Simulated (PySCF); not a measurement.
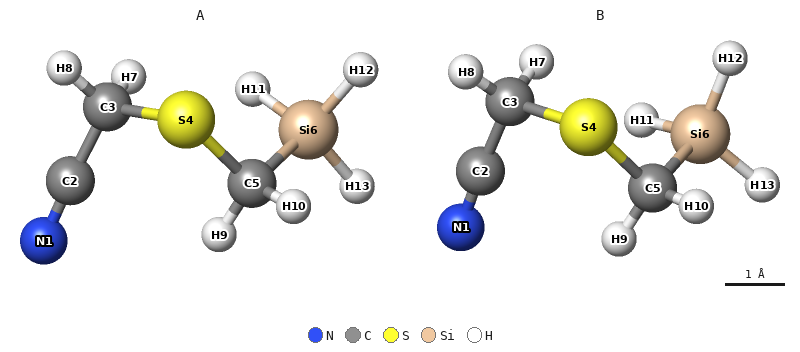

Two geometries of C$_{3}$H$_{7}$NSSi, drawn at one scale. One is the start of a relaxation, the other its converged end. The picture is a ball-and-stick view, seen at a tilt.

The calculation used PBE0-D3(BJ)/def2-SVP geometry optimisation, gas phase in PySCF. 

Q: Which geometry has the lower energy?

A: Structure A is the relaxed one. The start comes from GFN2-xTB. Its atoms were then displaced at random by about 0.01 Å. The largest moves after the best rigid fit, 0.59 Å, are those of H11 and H12. By element the largest moves are H 0.59 Å, N 0.49 Å, C 0.29 Å, Si 0.17 Å, S 0.16 Å. Among the contacts that change: Si6–H13 1.444 → 1.495 Å, C3–H8 1.057 → 1.101 Å, C3–S4 1.858 → 1.818 Å, N1–C2 1.118 → 1.158 Å. Bond angles that change, for instance: S4–C3–H7 107.3° → 111.4°, C5–Si6–H13 106.4° → 110.3°, H9–C5–H10 109.7° → 106.2°. The energy falls by 6.80 kcal/mol in 10 geometry steps. The run took 78 s on 1 thread of Arm Neoverse V1, on a shared host.
